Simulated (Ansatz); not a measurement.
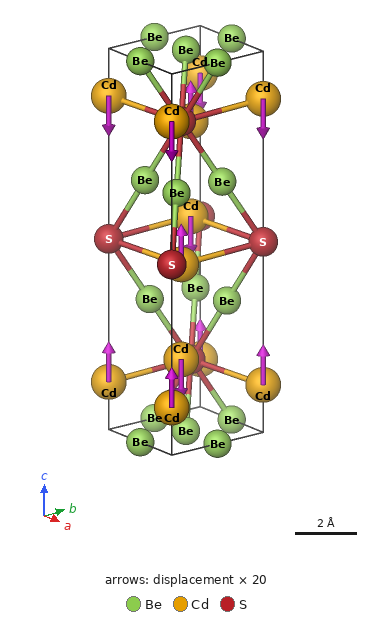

This is a relaxation of solid Be$_{3}$Cd$_{2}$S (a generated structure, set up in R-3m) (coarse preliminary run). The starting structure is drawn; purple arrows show the displacements (the part carried along by the change of the cell is left out), 20 times their true length.

A ball-and-stick model of the conventional cell (3 times the calculation's cell), seen slightly off an axis. Lengths and directions refer to the drawn axes.

Method: Ansatz, DFT PBE, scalar-relativistic, plane waves, PAW.

Input
```yaml
crystal:
  lattice:
    - [2.57773519, 1.48825611, 4.28732953]
    - [-2.57773519, 1.48825611, 4.28732953]
    - [0.0, -2.97651222, 4.28732953]
  atoms:
    - { symbol: Be, position: [0.0, 0.5, 0.5] }
    - { symbol: Be, position: [0.5, 0.0, 0.5] }
    - { symbol: Be, position: [0.5, 0.5, 0.0] }
    - { symbol: Cd, position: [0.12476867, 0.12476867, 0.12476867] }
    - { symbol: Cd, position: [0.87523133, 0.87523133, 0.87523133] }
    - { symbol: S, position: [0.5, 0.5, 0.5] }
basis:
  ecutwfc: 420
kpoints:
  mp_grid: { grid: [6, 6, 6] }
hamiltonian:
  xc: pbe
scf:
  occupations: { method: gaussian, width: 0.1 }
  lower_state_search: "off"
output:
  forces: true
  stress: true
  eigenvalues: true
relax:
  adjacent_minimum: "off"
  f_tol: 0.04
  max_steps: 70
  cell: { stress_tol: 0.4 }
```

Command:
```bash
ansatz run input.yaml --threads 1 --pin off --max-ram 2560MiB --backend cpu --events-out ev --progress --plain --runs-dir out
```

> Atoms of which element are displaced furthest, and by how much?

Cadmium: up to 0.069 Å, against 0.000 Å for sulfur.

> What did the optimiser do to the structure, and how much energy did it gain?

Over 7 accepted moves (8 points after the start) the energy falls by 148 meV per atom. Largest force component: 0.47 eV/Å at the start, 0.012 eV/Å at the end. Pressure: −7.43 GPa at the start and 0.02 GPa at the end. At 1 point the geometry stayed and the basis and grid were re-selected for the new cell (energy shift of 0.2 meV per atom at most each time). The largest moves relative to the cell, 0.069 Å, are those of Cd4 and Cd5. Cd4 goes along +c. S and Be stay in place. The volume changes by −11.8 %, with a = b 5.155 → 5.382 Å (+4.4 %), c 12.862 → 10.409 Å (−19.1 %). Among the contacts that change: Cd4–Cd5 3.210 → 2.736 Å, Be1–S6 2.610 → 2.329 Å, Cd4–S6 3.025 → 3.129 Å. The space group stays R-3m (No. 166).
